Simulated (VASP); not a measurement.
# A VASP study of BaFeO3 (PBEsol + U): structure first, properties next, part 2 of 9

Wanted: the relaxed cell of BaFeO3 and its properties. Left out of this account: 1 further run (relaxation: a spoilt try). The start is a cell from a database of measured crystal structures.

VASP 6.6.1, plane waves and PAW; the level of theory is named at each step.

Still holding for the runs below: The k-mesh is coarse for a metal.

So far, moment of the cell, from the last line of the log (μB): step 2 (magnetic order: ferromagnetic) 4.12.

The database entry behind the starting cell differs from later determinations by our own check (an axis about 1.3 % long against later determinations), so it need not match the best structure at ambient conditions.

## (3) Magnetic order: antiferromagnetic, q = (0, 0, 1/2)

This step: PBEsol, DFT+U (Fe d 3 eV), spin-polarised from an antiferromagnetic start; plane waves and PAW (Ba_sv, Fe, O) (VASP 6.6.1).

System of this step: BaFeO3. The structure is cubic, space group Pm-3m (No. 221). The conventional cell has a = 4.020 Å, b = 4.020 Å, c = 4.020 Å, α = 90.00°, β = 90.00°, γ = 90.00°. Ba has 12 O at 2.84 Å nearest. Fe has 6 O at 2.01 Å nearest. O has 2 Fe at 2.01 Å and 4 Ba at 2.84 Å nearest. Nearest to O lie 2 Fe at 2.01 Å and 4 Ba at 2.84 Å. Farther neighbours and most contacts between anions are not listed.

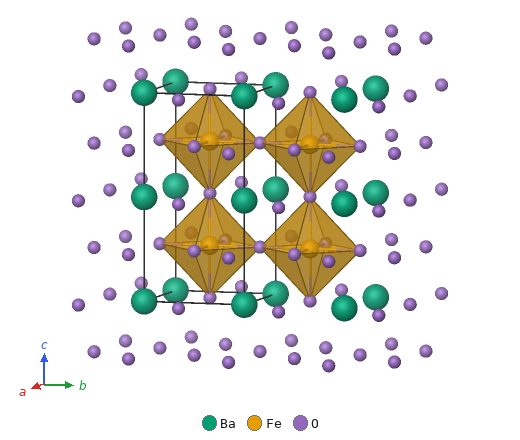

The cell of this step (barium teal, iron orange, oxygen purple). 1×2×1 cells are drawn. Some periodic images of atoms are drawn too.

Next, a pattern with opposite moments, which needs a doubled cell; q is given in the reciprocal vectors of the primitive cell.

INCAR reads:

```
SYSTEM = BaFeO3
PREC = Accurate
ENCUT = 520
EDIFF = 1E-06
NELM = 100
ISMEAR = 0
SIGMA = 0.05
LREAL = .FALSE.
ALGO = Normal
GGA = PS
NBANDS = 51
ISPIN = 2
MAGMOM = 0 0 3 -3 0 0 0 0 0 0
LDAU = .TRUE.
LDAUTYPE = 2
LDAUL = -1 2 -1
LDAUU = 0 3 0
LDAUJ = 0 0 0
LDAUPRINT = 1
LASPH = .TRUE.
LMAXMIX = 4
LORBIT = 11
LWAVE = .FALSE.
LCHARG = .FALSE.
KPAR = 8
ISIF = 2
```

POSCAR reads:

```
BaFeO3
1.0
    4.0200000000      0.0000000000      0.0000000000
    0.0000000000      4.0200000000      0.0000000000
    0.0000000000      0.0000000000      8.0400000000
Ba Fe O
2 2 6
Direct
    0.0000000000      0.0000000000      0.0000000000
    0.0000000000      0.0000000000      0.5000000000
    0.5000000000      0.5000000000      0.2500000000
    0.5000000000      0.5000000000      0.7500000000
    0.5000000000      0.5000000000      0.0000000000
    0.5000000000      0.5000000000      0.5000000000
    0.0000000000      0.5000000000      0.2500000000
    0.0000000000      0.5000000000      0.7500000000
    0.5000000000      0.0000000000      0.2500000000
    0.5000000000      0.0000000000      0.7500000000
```

KPOINTS reads:

```
Automatic mesh
0
Gamma
6 6 3
0 0 0
```

The projector-augmented-wave data sets are Ba_sv, Fe and O (PBE family, release 64).

Run with:

```
> mpirun -np 8 vasp_std
```

The log of the run:

```text
[banner, memory and clock lines left out]
running    8 mpi-ranks, on    1 nodes
 distrk:  each k-point on    1 cores,    8 groups
 distr:  one band on    1 cores,    1 groups

 POSCAR found type information on POSCAR BaFeO
 POSCAR found :  3 types and      10 ions
 [... a notice as in an earlier step ...]

 [... a notice as in an earlier step ...]

 LDA part: xc-table for (Slater+PW92), standard interpolation
 POSCAR, INCAR and KPOINTS ok, starting setup
 FFT: planning ... GRIDC
 FFT: planning ... GRID_SOFT
 FFT: planning ... GRID
 WAVECAR not read
 entering main loop
       N       E                     dE             d eps       ncg     rms          rms(c)
DAV:   1     0.792342332966E+03    0.79234E+03   -0.33202E+04  4080   0.148E+03
DAV:   2     0.198695479224E+02   -0.77247E+03   -0.70719E+03  4363   0.391E+02
DAV:   3    -0.861598651765E+02   -0.10603E+03   -0.10264E+03  5022   0.162E+02
DAV:   4    -0.916414104142E+02   -0.54815E+01   -0.54441E+01  5911   0.374E+01
DAV:   5    -0.918482257270E+02   -0.20682E+00   -0.20652E+00  6189   0.619E+00    0.395E+01
DAV:   6    -0.919866368206E+02   -0.13841E+00   -0.13854E+02  5730   0.109E+02    0.979E+01
DAV:   7    -0.682002037072E+02    0.23786E+02   -0.64210E+01  5227   0.131E+02    0.159E+01
DAV:   8    -0.686183322866E+02   -0.41813E+00   -0.97882E+00  6061   0.302E+01    0.122E+01
DAV:   9    -0.691993360304E+02   -0.58100E+00   -0.33438E+00  5906   0.194E+01    0.169E+01
DAV:  10    -0.689954065452E+02    0.20393E+00   -0.63642E-01  5510   0.669E+00    0.121E+01
DAV:  11    -0.688383454213E+02    0.15706E+00   -0.95178E-02  5414   0.393E+00    0.919E+00
DAV:  12    -0.686634085332E+02    0.17494E+00   -0.48004E-01  5274   0.815E+00    0.307E+00
DAV:  13    -0.686844088244E+02   -0.21000E-01   -0.69610E-02  5385   0.131E+00    0.265E+00
DAV:  14    -0.686961564201E+02   -0.11748E-01   -0.12026E-02  5994   0.697E-01    0.231E+00
DAV:  15    -0.686937593885E+02    0.23970E-02   -0.40676E-03  5508   0.814E-01    0.184E+00
DAV:  16    -0.686934868576E+02    0.27253E-03   -0.11882E-02  5226   0.141E+00    0.690E-01
DAV:  17    -0.686939286894E+02   -0.44183E-03   -0.50441E-03  6169   0.765E-01    0.259E-01
DAV:  18    -0.686942107353E+02   -0.28205E-03   -0.14669E-03  6135   0.233E-01    0.119E-01
DAV:  19    -0.686941809443E+02    0.29791E-04   -0.86389E-05  5522   0.631E-02    0.117E-01
DAV:  20    -0.686941658066E+02    0.15138E-04   -0.56995E-05  5330   0.997E-02    0.499E-02
DAV:  21    -0.686941562158E+02    0.95908E-05   -0.26392E-05  5853   0.676E-02    0.119E-02
DAV:  22    -0.686941576862E+02   -0.14704E-05   -0.52846E-06  4390   0.116E-02    0.856E-03
DAV:  23    -0.686941577374E+02   -0.51208E-07   -0.35805E-07  2624   0.594E-03
   1 F= -.68694158E+02 E0= -.68692035E+02  d E =-.424585E-02  mag=     0.0000
```

It took 40 s on 8 MPI ranks of Intel Xeon 6975P-C (Granite Rapids), shared host; peak memory 3.2 GiB; 5.2 min of CPU time.

From OUTCAR (step 3):

```text
  LATTYP: Found a simple tetragonal cell.
 ALAT       =     4.0200000000
 C/A-ratio  =     2.0000000000

 Subroutine GETGRP returns: Found 16 space group operations
 (whereof 16 operations were pure point group operations)

The static configuration has the point symmetry D_4h.

 Found     20 irreducible k-points:

   k-points           NKPTS =     20   k-points in BZ     NKDIM =     20   number of bands    NBANDS=     51

   dimension x,y,z NGX =    30 NGY =   30 NGZ =   60
   dimension x,y,z NGXF=    60 NGYF=   60 NGZF=  120

   ENCUT  =  520.0 eV  38.22 Ry    6.18 a.u.   7.47  7.47 14.95*2*pi/ulx,y,z

   NELECT =      72.0000    total number of electrons

atom =   3  type =  2  l = 2

 onsite density matrix

spin component  1

  0.9779  0.0000 -0.0000  0.0000  0.0000
  0.0000  0.9760  0.0000 -0.0000  0.0000
 -0.0000  0.0000  0.9132  0.0000  0.0000
  0.0000 -0.0000  0.0000  0.9760  0.0000
  0.0000  0.0000  0.0000  0.0000  0.8944

spin component  2

  0.1628 -0.0000  0.0000 -0.0000 -0.0000
 -0.0000  0.1597 -0.0000  0.0000  0.0000
  0.0000 -0.0000  0.3469 -0.0000  0.0000
 -0.0000  0.0000 -0.0000  0.1597 -0.0000
 -0.0000  0.0000  0.0000 -0.0000  0.2934

 occupancies and eigenvectors

  o =  0.1597  v =  0.0000  0.0000  0.0000  0.0000  0.0000  0.0000  0.9999  0.0000  0.0101 -0.0000      0.0000  0.0000  0.0000  0.0000  0.0000  0.0000  0.0000  0.0000  0.0000  0.0000
  o =  0.1597  v =  0.0000  0.0000  0.0000  0.0000  0.0000  0.0000 -0.0101 -0.0000  0.9999 -0.0000      0.0000  0.0000  0.0000  0.0000  0.0000  0.0000  0.0000  0.0000  0.0000  0.0000
  o =  0.1628  v =  0.0000  0.0000  0.0000  0.0000  0.0000  1.0000  0.0000  0.0000  0.0000  0.0000      0.0000  0.0000  0.0000  0.0000  0.0000  0.0000  0.0000  0.0000  0.0000  0.0000
  o =  0.2934  v =  0.0000  0.0000  0.0000  0.0000  0.0000  0.0000 -0.0000  0.0000 -0.0000 -1.0000      0.0000  0.0000  0.0000  0.0000  0.0000  0.0000  0.0000  0.0000  0.0000  0.0000
  o =  0.3469  v =  0.0000  0.0000  0.0000  0.0000  0.0000  0.0000 -0.0000 -1.0000 -0.0000 -0.0000      0.0000  0.0000  0.0000  0.0000  0.0000  0.0000  0.0000  0.0000  0.0000  0.0000
  o =  0.8944  v =  0.0000  0.0000  0.0000 -0.0000 -1.0000  0.0000  0.0000  0.0000  0.0000  0.0000      0.0000  0.0000  0.0000  0.0000  0.0000  0.0000  0.0000  0.0000  0.0000  0.0000
  o =  0.9132  v =  0.0000 -0.0000 -1.0000 -0.0000 -0.0000  0.0000  0.0000  0.0000  0.0000  0.0000      0.0000  0.0000  0.0000  0.0000  0.0000  0.0000  0.0000  0.0000  0.0000  0.0000
  o =  0.9760  v =  0.0000  0.9941 -0.0000 -0.1085  0.0000  0.0000  0.0000  0.0000  0.0000  0.0000      0.0000  0.0000  0.0000  0.0000  0.0000  0.0000  0.0000  0.0000  0.0000  0.0000
  o =  0.9760  v =  0.0000  0.1085 -0.0000  0.9941  0.0000  0.0000  0.0000  0.0000  0.0000  0.0000      0.0000  0.0000  0.0000  0.0000  0.0000  0.0000  0.0000  0.0000  0.0000  0.0000
  o =  0.9779  v =  1.0000  0.0000  0.0000  0.0000  0.0000  0.0000  0.0000  0.0000  0.0000  0.0000      0.0000  0.0000  0.0000  0.0000  0.0000  0.0000  0.0000  0.0000  0.0000  0.0000

atom =   4  type =  2  l = 2

 onsite density matrix

spin component  1

  0.1628 -0.0000 -0.0000 -0.0000 -0.0000
 -0.0000  0.1597  0.0000 -0.0000 -0.0000
 -0.0000  0.0000  0.3469 -0.0000  0.0000
 -0.0000 -0.0000 -0.0000  0.1597 -0.0000
 -0.0000 -0.0000  0.0000 -0.0000  0.2934

spin component  2

  0.9779  0.0000  0.0000  0.0000 -0.0000
  0.0000  0.9760 -0.0000  0.0000 -0.0000
  0.0000 -0.0000  0.9132  0.0000  0.0000
  0.0000  0.0000  0.0000  0.9760  0.0000
 -0.0000 -0.0000  0.0000  0.0000  0.8944

 occupancies and eigenvectors

  o =  0.1597  v =  0.0000  0.9993 -0.0000 -0.0370 -0.0000  0.0000  0.0000  0.0000  0.0000  0.0000      0.0000  0.0000  0.0000  0.0000  0.0000  0.0000  0.0000  0.0000  0.0000  0.0000
  o =  0.1597  v =  0.0000  0.0370 -0.0000  0.9993  0.0000  0.0000  0.0000  0.0000  0.0000  0.0000      0.0000  0.0000  0.0000  0.0000  0.0000  0.0000  0.0000  0.0000  0.0000  0.0000
  o =  0.1628  v =  1.0000  0.0000  0.0000  0.0000  0.0000  0.0000  0.0000  0.0000  0.0000  0.0000      0.0000  0.0000  0.0000  0.0000  0.0000  0.0000  0.0000  0.0000  0.0000  0.0000
  o =  0.2934  v =  0.0000 -0.0000  0.0000  0.0000 -1.0000  0.0000  0.0000  0.0000  0.0000  0.0000      0.0000  0.0000  0.0000  0.0000  0.0000  0.0000  0.0000  0.0000  0.0000  0.0000
  o =  0.3469  v =  0.0000  0.0000  1.0000  0.0000  0.0000  0.0000  0.0000  0.0000  0.0000  0.0000      0.0000  0.0000  0.0000  0.0000  0.0000  0.0000  0.0000  0.0000  0.0000  0.0000
  o =  0.8944  v =  0.0000  0.0000  0.0000  0.0000  0.0000  0.0000 -0.0000  0.0000  0.0000  1.0000      0.0000  0.0000  0.0000  0.0000  0.0000  0.0000  0.0000  0.0000  0.0000  0.0000
  o =  0.9132  v =  0.0000  0.0000  0.0000  0.0000  0.0000  0.0000  0.0000 -1.0000 -0.0000  0.0000      0.0000  0.0000  0.0000  0.0000  0.0000  0.0000  0.0000  0.0000  0.0000  0.0000
  o =  0.9760  v =  0.0000  0.0000  0.0000  0.0000  0.0000  0.0000 -0.9946 -0.0000 -0.1036 -0.0000      0.0000  0.0000  0.0000  0.0000  0.0000  0.0000  0.0000  0.0000  0.0000  0.0000
  o =  0.9760  v =  0.0000  0.0000  0.0000  0.0000  0.0000  0.0000  0.1036  0.0000 -0.9946  0.0000      0.0000  0.0000  0.0000  0.0000  0.0000  0.0000  0.0000  0.0000  0.0000  0.0000
  o =  0.9779  v =  0.0000  0.0000  0.0000  0.0000  0.0000  1.0000  0.0000  0.0000  0.0000  0.0000      0.0000  0.0000  0.0000  0.0000  0.0000  0.0000  0.0000  0.0000  0.0000  0.0000

 E-fermi :   2.4120

 spin component 1
 k-point     1 :       0.0000    0.0000    0.0000
  band No.  band energies     occupation
    ...
     33       1.4562      1.00000
     34       1.4562      1.00000
     35       2.1296      1.00000
     36       2.1296      1.00000
     37       2.1328      1.00000
     38       3.1045      0.00000
     39       3.5782      0.00000
     40       3.8420      0.00000
     41       3.8420      0.00000
     42       4.4071      0.00000
    ...

 k-point     2 :       0.1667    0.0000    0.0000
  band No.  band energies     occupation
    ...
     33       1.3926      1.00000
     34       1.6149      1.00000
     35       1.8676      1.00000
     36       1.9622      1.00000
     37       2.0594      1.00000
     38       3.5087      0.00000
     39       3.8342      0.00000
     40       3.8948      0.00000
     41       3.9669      0.00000
     42       4.8069      0.00000
    ...

 k-point     3 :       0.3333    0.0000    0.0000
  band No.  band energies     occupation
    ...
     33       1.2918      1.00000
     34       1.6824      1.00000
     35       1.6877      1.00000
     36       2.1283      1.00000
     37       2.1412      1.00000
     38       3.8275      0.00000
     39       4.0666      0.00000
     40       4.0778      0.00000
     41       4.2639      0.00000
     42       5.6531      0.00000
    ...

 k-point     4 :       0.5000    0.0000    0.0000
  band No.  band energies     occupation
    ...
     33       1.4152      1.00000
     34       1.4741      1.00000
     35       1.5627      1.00000
     36       2.2645      0.99998
     37       2.2889      0.99975
     38       3.8272      0.00000
     39       4.1344      0.00000
     40       4.2952      0.00000
     41       4.4314      0.00000
     42       6.0304      0.00000
    ...

  Total       -6.4340279     -6.4340279     -6.3529819      0.0000000      0.0000000      0.0000000
  in kB      -79.3387523    -79.3387523    -78.3393649      0.0000000      0.0000000      0.0000000
  external PRESSURE =     -79.0056232 kB  Pullay stress =       0.0000000 kB

  energy-cutoff  :      520.00
  volume of cell :      129.93
      direct lattice vectors                 reciprocal lattice vectors
     4.020000000  0.000000000  0.000000000     0.248756219  0.000000000  0.000000000
     0.000000000  4.020000000  0.000000000     0.000000000  0.248756219  0.000000000
     0.000000000  0.000000000  8.040000000     0.000000000  0.000000000  0.124378109

 POSITION                                       TOTAL-FORCE (eV/Angst)
 -----------------------------------------------------------------------------------
      0.00000      0.00000      0.00000         0.000000     -0.000000      0.000000
      0.00000      0.00000      4.02000         0.000000     -0.000000      0.000000
      2.01000      2.01000      2.01000         0.000000      0.000000      0.000000
      2.01000      2.01000      6.03000         0.000000     -0.000000     -0.000000
      2.01000      2.01000      0.00000        -0.000000      0.000000      0.000000
      2.01000      2.01000      4.02000        -0.000000      0.000000      0.000000
      0.00000      2.01000      2.01000         0.000000     -0.000000      0.000000
      0.00000      2.01000      6.03000         0.000000     -0.000000     -0.000000
      2.01000      0.00000      2.01000         0.000000     -0.000000      0.000000
      2.01000      0.00000      6.03000         0.000000     -0.000000     -0.000000
 -----------------------------------------------------------------------------------
    total drift:                                0.000000      0.000000      0.000000

  FREE ENERGIE OF THE ION-ELECTRON SYSTEM (eV)
  ---------------------------------------------------
  free  energy   TOTEN  =       -68.6941577374 eV

  energy  without entropy=      -68.6899118846  energy(sigma->0) =      -68.69203481

 total charge
# of ion       s       p       d       tot
------------------------------------------
    1        2.001   5.628   0.315   7.944
    2        2.001   5.628   0.315   7.944
    3        0.380   0.554   5.836   6.770
    4        0.380   0.554   5.836   6.770
    5        1.565   3.359   0.000   4.924
    6        1.565   3.359   0.000   4.924
    7        1.563   3.364   0.000   4.927
    8        1.563   3.364   0.000   4.927
    9        1.563   3.364   0.000   4.927
   10        1.563   3.364   0.000   4.927
--------------------------------------------------
tot         14.145  32.537  12.303  58.985

 magnetization (x)
# of ion       s       p       d       tot
------------------------------------------
    1        0.000   0.000   0.000   0.000
    2        0.000   0.000   0.000   0.000
    3        0.018   0.026   3.614   3.658
    4       -0.018  -0.026  -3.614  -3.658
    5        0.000   0.000   0.000   0.000
    6        0.000   0.000   0.000   0.000
    7        0.010   0.096   0.000   0.105
    8       -0.010  -0.096   0.000  -0.105
    9        0.010   0.096   0.000   0.105
   10       -0.010  -0.096   0.000  -0.105
--------------------------------------------------
tot          0.000  -0.000  -0.000  -0.000

[... 6 further parts left out ...]
```

At this level the cell is under a tension of 7.9 GPa, so at these settings it is away from equilibrium.

This step gave:

```yaml
scf_cycles: 23
electrons: 72
bands: 51
symmetry_operations: 16
free_energy_toten: -68.6942 eV
energy_at_zero_smearing: -68.6920 eV
fermi_energy: 2.412 eV
pressure: -7.901 GPa
```

Spin moment in the PAW sphere by atom:

```
atom  spin moment in the PAW sphere (μB)
 Ba1                                0.00
 Ba2                                0.00
 Fe3                                3.66
 Fe4                               -3.66
  O5                                0.00
  O6                                0.00
  O7                                0.10
  O8                               -0.10
  O9                                0.10
 O10                               -0.10
```

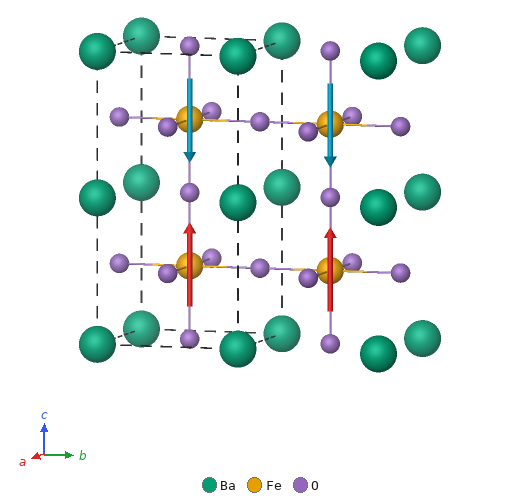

Spin moment in the PAW sphere as arrows, the longest 3.66 μB. Up and down stand for the sign. Arrows give size and sign along the axis of quantisation, drawn up and down the page. The two directions have two colours. 1×2×1 cells are drawn. Some periodic images of atoms are drawn too.

The energy lies +11.0 meV an atom from the first pattern. The run ends antiferromagnetic with a largest moment of 3.66 μB, and the mesh shows no gap.

(Continued in part 3 of 9.)

[Lines on the potential files, build, host, timing and source positions are cut from VASP's logs without a mark.]

[Logs are printed without paths, hosts, clocks, repeated set-up lines and the standing remarks that a program may print on its own settings, such as how far it seeks lower states.]

[Hosts, paths, dates, database ids (printed as entryN), source tags and the programs' standing remarks are cut or masked in the printed files.]

[A measured line is paired with the nearest computed mode of its activity, which favours agreement.]
